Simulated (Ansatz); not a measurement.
# TaN (P-62m): one cell under locks on the spin, part 2 of 2

What does it cost to force the spins of TaN (P-62m) into other sizes and orders? Cell and atoms stay fixed.

Ansatz 0.2.0; DFT PBEsol+U (U = 6 eV, J = 0.5 eV on Ta d), plane waves, PAW, no spin–orbit coupling unless a run says so. The steps go on from the part before.

**6. Total moment held at first, then free, 3.00 μB per cell**

Input file input.yaml:

```yaml
crystal:
  lattice:
    - [5.19600015, 0.0, 0.0]
    - [-2.59800008, 4.49986813, 0.0]
    - [0.0, 0.0, 2.9109996]
  atoms:
    - { symbol: Ta, position: [0.3333333333, 0.6666666667, 0.5], spin: 1.0 }
    - { symbol: Ta, position: [0.6666666667, 0.3333333333, 0.5], spin: 1.0 }
    - { symbol: Ta, position: [0.0, 0.0, 0.0], spin: 1.0 }
    - { symbol: "N", position: [0.39285, 0.0, 0.0] }
    - { symbol: "N", position: [0.60715, 0.60715, 0.0] }
    - { symbol: "N", position: [0.0, 0.39285, 0.0] }
basis:
  ecutwfc: 420
  ecutrho_ratio: 4
kpoints:
  mp_grid: { grid: [4, 4, 6] }
hamiltonian:
  xc: pbesol
  hubbard:
    sites:
      - { site: 0, l: d, u: 6.0, j: 0.5 }
      - { site: 1, l: d, u: 6.0, j: 0.5 }
      - { site: 2, l: d, u: 6.0, j: 0.5 }
scf:
  occupations: { method: gaussian, width: 0.05 }
  lower_state_search: "off"
  max_iter: 150
output:
  forces: true
  stress: true
  eigenvalues: true
  populations: true
  hubbard: { sites: [{ site: 0, l: d }, { site: 1, l: d }, { site: 2, l: d }] }
magnetization:
  spin_polarized: true
  initial_magnetization: 3.0
  spin_locking: { lock_magnetization: soft, n_iters: 12 }
```

The lock is temporary (n_iters 12) and is released on the way.

On the command line:

```bash
> ansatz run input.yaml --threads 4 --pin off --max-ram 6144MiB --backend cpu --events-out ev --progress --plain --runs-dir out
```

Standard output, cut to the lines that bear on the results:

```text
Warning: output.stress: scf.convergence.dr2_threshold = 1e-7 eV (the SCF's general default) is looser than the 6e-10 eV advised for a printed stress (1e-10 eV for each atom of the cell: 6). What an SCF threshold leaves in a stress goes as its square root, and in the free energy as the [...]
Warning: RAYON_NUM_THREADS=4 ignored (pool sized by the plan → 4); use --threads N
Ta: projections on atomic orbitals take those of the free atom [Kr 4d10 4f14] 5s2 5p6 5d3 6s2, of charge +0.00 (hamiltonian.pseudopotentials.projection_atoms); the dataset's partial waves leave at most 6.0e-5 of an orbital's norm unspanned inside its sphere
N: projections on atomic orbitals take those of the free atom [He] 2s2 2p3, of charge +0.00 (hamiltonian.pseudopotentials.projection_atoms); the dataset's partial waves leave at most 9.3e-9 of an orbital's norm unspanned inside its sphere
[...]
Pseudopotentials: kind: paw
Pseudopotential: Ta, paw, valence charge 13, recommended cutoff 420 eV (normal), Ta.paw.azcp
[...]
     4      N      5.7399    -0.0005
     5      N      5.7399    -0.0005
  spilling = 0.005788 (of n_electrons = 54.000000)
--- Occupation matrices: 3 shells (run DFT+U table (all-electron-ortho-atomic); ε = 3.82e-4) ---
  Ta0 d_5D: site group C3h (-6)
  Ta0 d_5D up     Tr n = 1.8098  λ = 0.291 0.291 0.379 0.379 0.470  [2× xz 0.50 E''(1.00) | 2× x2-y2 0.50 E'(1.00) | z2 1.00 A'(1.00)]
  Ta0 d_5D dn     Tr n = 1.8038  λ = 0.290 0.290 0.378 0.378 0.468  [2× xz 0.50 E''(1.00) | 2× x2-y2 0.50 E'(1.00) | z2 1.00 A'(1.00)]
  Ta1 d_5D: site group C3h (-6)
  Ta1 d_5D up     Tr n = 1.8098  λ = 0.291 0.291 0.379 0.379 0.470  [2× xz 0.50 E''(1.00) | 2× x2-y2 0.50 E'(1.00) | z2 1.00 A'(1.00)]
  Ta1 d_5D dn     Tr n = 1.8038  λ = 0.290 0.290 0.378 0.378 0.468  [2× xz 0.50 E''(1.00) | 2× x2-y2 0.50 E'(1.00) | z2 1.00 A'(1.00)]
  Ta2 d_5D: site group D3h (-6m2)
  Ta2 d_5D up     Tr n = 1.8640  λ = 0.336 0.336 0.339 0.339 0.513  [2× x2-y2 0.50 E'(1.00) | 2× xz 0.50 E''(1.00) | z2 1.00 A1'(1.00)]
  Ta2 d_5D dn     Tr n = 1.8355  λ = 0.328 0.328 0.336 0.336 0.509  [2× xz 0.50 E''(1.00) | 2× x2-y2 0.50 E'(1.00) | z2 1.00 A1'(1.00)]
  Tr n, λ and their labels are of the run-group-symmetrised matrices; stabiliser: 12 of 24 elements of G0×{1,Θ} (closed), max defect 1.5e-15 at τ = 8.1e-5
```

It took 34 s on 4 threads of Intel Xeon at 2.50GHz (Skylake/Cascade Lake), shared host; peak memory 0.42 GiB.

It ends with no gap, pressure 1.6 GPa, no moment over 0.05 μB in any sphere, largest force component 0.07 eV/Å, 12 symmetry operations imposed.

The shells' filling, with natural orbitals sorted by occupation:

```csv
shell,channel,electrons,over 0.8,0.2 to 0.8,under 0.2
Ta 5d (atom 1),up,1.81,0,5,0
Ta 5d (atom 1),down,1.80,0,5,0
Ta 5d (atom 3),up,1.86,0,5,0
Ta 5d (atom 3),down,1.84,0,5,0
```

**7. Antiferromagnetic directions held**

Input file input.yaml:

```yaml
crystal:
  lattice:
    - [5.19600015, 0.0, 0.0]
    - [-2.59800008, 4.49986813, 0.0]
    - [0.0, 0.0, 2.9109996]
  atoms:
    - { symbol: Ta, position: [0.3333333333, 0.6666666667, 0.5], spin: 2.0 }
    - { symbol: Ta, position: [0.6666666667, 0.3333333333, 0.5], spin: -2.0 }
    - { symbol: Ta, position: [0.0, 0.0, 0.0], spin: 2.0 }
    - { symbol: "N", position: [0.39285, 0.0, 0.0] }
    - { symbol: "N", position: [0.60715, 0.60715, 0.0] }
    - { symbol: "N", position: [0.0, 0.39285, 0.0] }
basis:
  ecutwfc: 420
  ecutrho_ratio: 4
kpoints:
  mp_grid: { grid: [4, 4, 6] }
hamiltonian:
  xc: pbesol
  hubbard:
    sites:
      - { site: 0, l: d, u: 6.0, j: 0.5, starting_ns: [{ spin: up, occupation_matrix: s0up }, { spin: down, occupation_matrix: s0down }] }
      - { site: 1, l: d, u: 6.0, j: 0.5, starting_ns: [{ spin: up, occupation_matrix: s1up }, { spin: down, occupation_matrix: s1down }] }
      - { site: 2, l: d, u: 6.0, j: 0.5, starting_ns: [{ spin: up, occupation_matrix: s2up }, { spin: down, occupation_matrix: s2down }] }
    occupation_matrices:
      s0up:
        matrix:
          - [0.97, 0.0, 0.0, 0.0, 0.0]
          - [0.0, 0.02, 0.0, 0.0, 0.0]
          - [0.0, 0.0, 0.02, 0.0, 0.0]
          - [0.0, 0.0, 0.0, 0.02, 0.0]
          - [0.0, 0.0, 0.0, 0.0, 0.97]
      s0down:
        matrix:
          - [0.02, 0.0, 0.0, 0.0, 0.0]
          - [0.0, 0.02, 0.0, 0.0, 0.0]
          - [0.0, 0.0, 0.02, 0.0, 0.0]
          - [0.0, 0.0, 0.0, 0.02, 0.0]
          - [0.0, 0.0, 0.0, 0.0, 0.02]
      s1up:
        matrix:
          - [0.02, 0.0, 0.0, 0.0, 0.0]
          - [0.0, 0.02, 0.0, 0.0, 0.0]
          - [0.0, 0.0, 0.02, 0.0, 0.0]
          - [0.0, 0.0, 0.0, 0.02, 0.0]
          - [0.0, 0.0, 0.0, 0.0, 0.02]
      s1down:
        matrix:
          - [0.97, 0.0, 0.0, 0.0, 0.0]
          - [0.0, 0.02, 0.0, 0.0, 0.0]
          - [0.0, 0.0, 0.02, 0.0, 0.0]
          - [0.0, 0.0, 0.0, 0.02, 0.0]
          - [0.0, 0.0, 0.0, 0.0, 0.97]
      s2up:
        matrix:
          - [0.97, 0.0, 0.0, 0.0, 0.0]
          - [0.0, 0.02, 0.0, 0.0, 0.0]
          - [0.0, 0.0, 0.97, 0.0, 0.0]
          - [0.0, 0.0, 0.0, 0.02, 0.0]
          - [0.0, 0.0, 0.0, 0.0, 0.02]
      s2down:
        matrix:
          - [0.02, 0.0, 0.0, 0.0, 0.0]
          - [0.0, 0.02, 0.0, 0.0, 0.0]
          - [0.0, 0.0, 0.02, 0.0, 0.0]
          - [0.0, 0.0, 0.0, 0.02, 0.0]
          - [0.0, 0.0, 0.0, 0.0, 0.02]
    ns_hold: { iters: 8 }
scf:
  occupations: { method: gaussian, width: 0.05 }
  lower_state_search: "off"
  max_iter: 150
output:
  forces: true
  stress: true
  eigenvalues: true
  populations: true
  hubbard: { sites: [{ site: 0, l: d }, { site: 1, l: d }, { site: 2, l: d }] }
magnetization:
  spin_polarized: true
  spin_locking: { lock_directions: true }
```

The typed matrices put 0.97 on the chosen orbitals and 0.02 on the others, and are held for 8 cycles. The lock stays on to the end, so the result is a constrained state.

On the command line:

```bash
> ansatz run input.yaml --threads 4 --pin off --max-ram 6144MiB --backend cpu --events-out ev --progress --plain --runs-dir out
```

Standard output, cut to the lines that bear on the results:

```text
Warning: crystal.symmetry: narrowed to the stabiliser of the occupation matrices — unitary ops 6 → 2; lowered by the specified shells (site 0, l: d), (site 1, l: d), (site 2, l: d); largest admitted image defect 1.3e-15, smallest excluded 7.1e-1 — at a splitting's scale: the group the [...]
Warning: output.stress: scf.convergence.dr2_threshold = 1e-7 eV (the SCF's general default) is looser than the 6e-10 eV advised for a printed stress (1e-10 eV for each atom of the cell: 6). What an SCF threshold leaves in a stress goes as its square root, and in the free energy as the [...]
Warning: output.stress: the lock of the moments that magnetization.spin_locking holds to the close lets an SCF meet its threshold on dr2 anywhere within the lock's freeze window, and the stress can move with the moments there: no threshold on dr2 bounds that. The window is the square root [...]
Warning: RAYON_NUM_THREADS=4 ignored (pool sized by the plan → 4); use --threads N
Ta: projections on atomic orbitals take those of the free atom [Kr 4d10 4f14] 5s2 5p6 5d3 6s2, of charge +0.00 (hamiltonian.pseudopotentials.projection_atoms); the dataset's partial waves leave at most 6.0e-5 of an orbital's norm unspanned inside its sphere
N: projections on atomic orbitals take those of the free atom [He] 2s2 2p3, of charge +0.00 (hamiltonian.pseudopotentials.projection_atoms); the dataset's partial waves leave at most 9.3e-9 of an orbital's norm unspanned inside its sphere
[...]
[... 2 set-up lines as earlier in the session ...]
[...]
WARN: the starting moments were not kept: the SCF closed with an absolute magnetisation of 9.5e-5 μB, where they sum to 6 μB in size (3 sites). That is at most 0.1 of that sum. Measured as dr2_m measures the in/out step, that magnetisation stands 9.1e-10 eV from none, at or under the [...]
WARN: hamiltonian.hubbard: on 4 of 6 specified blocks the occupation matrix of this SCF's result fails the test of the specified filling. At site 0 ↑ (sites count from 0 in the list of atoms of the cell that this SCF solves) the least filled combination of the orbitals specified full has [...]
  Ta0 d_5D: site group C3h (-6)
  Ta0 d_5D up     Tr n = 1.8068  λ = 0.290 0.290 0.379 0.379 0.469  [2× xz 0.50 E''(1.00) | 2× x2-y2 0.50 E'(1.00) | z2 1.00 A'(1.00)]
  Ta0 d_5D dn     Tr n = 1.8069  λ = 0.290 0.290 0.379 0.379 0.469  [2× xz 0.50 E''(1.00) | 2× x2-y2 0.50 E'(1.00) | z2 1.00 A'(1.00)]
  specified occupation → Ta0 d_5D up: matrix, ‖Δ‖_F = 0.9358, Tr Δ = +0.1932, displaced = 0.9959, d_λ = 0.9358; orbital distance = 0.7071
  specified occupation → Ta0 d_5D dn: matrix, ‖Δ‖_F = 0.7778, Tr Δ = -1.7069, displaced = 0.8534, d_λ = 0.7778; orbital distance = 0.0000
  Ta1 d_5D: site group C3h (-6)
  Ta1 d_5D up     Tr n = 1.8069  λ = 0.290 0.290 0.379 0.379 0.469  [2× xz 0.50 E''(1.00) | 2× x2-y2 0.50 E'(1.00) | z2 1.00 A'(1.00)]
  Ta1 d_5D dn     Tr n = 1.8069  λ = 0.290 0.290 0.379 0.379 0.469  [2× xz 0.50 E''(1.00) | 2× x2-y2 0.50 E'(1.00) | z2 1.00 A'(1.00)]
  specified occupation → Ta1 d_5D up: matrix, ‖Δ‖_F = 0.7778, Tr Δ = -1.7069, displaced = 0.8534, d_λ = 0.7778; orbital distance = 0.0000
  specified occupation → Ta1 d_5D dn: matrix, ‖Δ‖_F = 0.9358, Tr Δ = +0.1931, displaced = 0.9959, d_λ = 0.9358; orbital distance = 0.7071
  Ta2 d_5D: site group D3h (-6m2)
  Ta2 d_5D up     Tr n = 1.8497  λ = 0.333 0.333 0.336 0.336 0.511  [2× xz 0.50 E''(1.00) | 2× x2-y2 0.50 E'(1.00) | z2 1.00 A1'(1.00)]
  Ta2 d_5D dn     Tr n = 1.8497  λ = 0.333 0.333 0.336 0.336 0.511  [2× xz 0.50 E''(1.00) | 2× x2-y2 0.50 E'(1.00) | z2 1.00 A1'(1.00)]
  specified occupation → Ta2 d_5D up: matrix, ‖Δ‖_F = 0.9560, Tr Δ = +0.1503, displaced = 1.0205, d_λ = 0.9533; orbital distance = 1.2247
  specified occupation → Ta2 d_5D dn: matrix, ‖Δ‖_F = 0.7982, Tr Δ = -1.7497, displaced = 0.8749, d_λ = 0.7982; orbital distance = 0.0000
  Tr n, λ and their labels are of the run-group-symmetrised matrices; stabiliser: 24 of 24 elements of G0×{1,Θ} (closed), max defect 5.8e-5 at τ = 2.6e-4
```

It took 88 s on 4 threads of Intel Xeon at 2.50GHz (Skylake/Cascade Lake), shared host; peak memory 0.52 GiB.

It ends with no gap, pressure 1.6 GPa, no moment over 0.05 μB in any sphere, largest force component 0.07 eV/Å, 2 symmetry operations imposed. The program reports that the typed filling wasn't kept.

The shells' filling, with natural orbitals sorted by occupation:

```csv
shell,channel,electrons,over 0.8,0.2 to 0.8,under 0.2
Ta 5d (atom 1),up,1.81,0,5,0
Ta 5d (atom 1),down,1.81,0,5,0
Ta 5d (atom 3),up,1.85,0,5,0
Ta 5d (atom 3),down,1.85,0,5,0
```

**8. All runs side by side**

What follows sums up all 2 parts.

Energies count from the lowest free state and have the smearing extrapolated to zero; for held moments they are taken at the target, with the constraint's term.

| start | energy (meV/atom) | gap (eV) | pressure (GPa) | largest moment (μB) | SCF cycles | time |
| --- | --- | --- | --- | --- | --- | --- |
| total moment held at first, then free, 3.00 μB per cell | 0.0 | metal | 1.6 | 0.01 | 30 | 34 s |
| ferromagnetic start, free, symmetry kept, no search | 0.0 | metal | 1.6 | 0.01 | 21 | 27 s |
| ferromagnetic start, free, default search | 0.0 | metal | 1.6 | 0.01 | 21 | 28 s |
| ferromagnetic start, free, natural orbitals of the symmetric run filled by rank | 0.0 | metal | 1.6 | 0.01 | 37 | 78 s |
| antiferromagnetic directions held [held] | 0.0 | metal | 1.6 | 0.00 | 36 | 88 s |
| total moment locked, 3.00 μB per cell [held] | 366.0 | metal | 13.7 | 0.55 | 12 | 16 s |

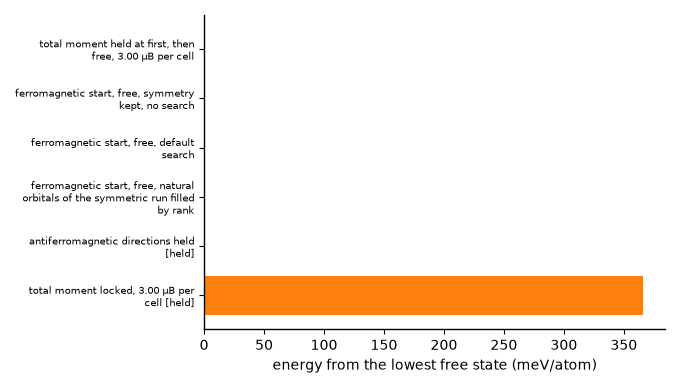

Energy of each end state; held states orange.

The 4 free runs end within about 1 meV/atom of each other. The run with the program's default settings reaches the lowest one found. So large a U on a 4d or 5d shell is far over usual values; moments found here can be its artefacts. The lock of «antiferromagnetic directions held» costs nothing: that run ends at the energy of the lowest free state, with its moments gone, so the lock held nothing. The lowest state found need not be the ground state, and the geometry wasn't relaxed for any of them. Spin–orbit coupling is left out.
